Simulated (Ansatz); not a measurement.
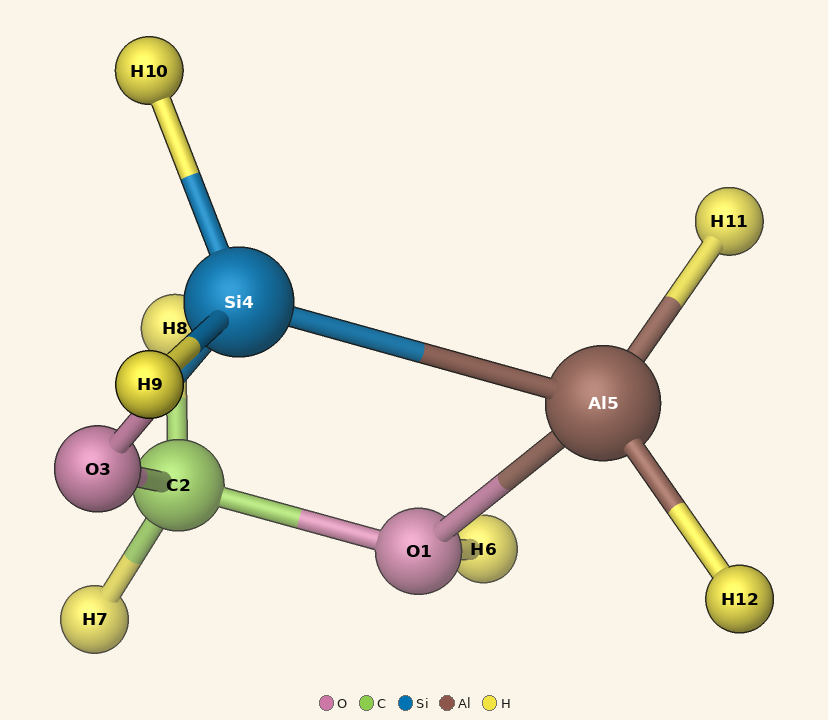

Distant atoms are faded towards the background colour. The computed structure is the end point of a PBE-D4/def2-SVP optimisation. No frequency run is at hand to confirm it as a minimum.

> How is the 5-membered ring O1–C2–O3–Si4–Al5 puckered?

It is a twist (half-chair). The Cremer–Pople amplitude Q is 0.39 Å.

> Give the torsion angles round the ring, beginning with the bond from its second to its third atom.

53°, −36°, 7°, 16°, −42°.
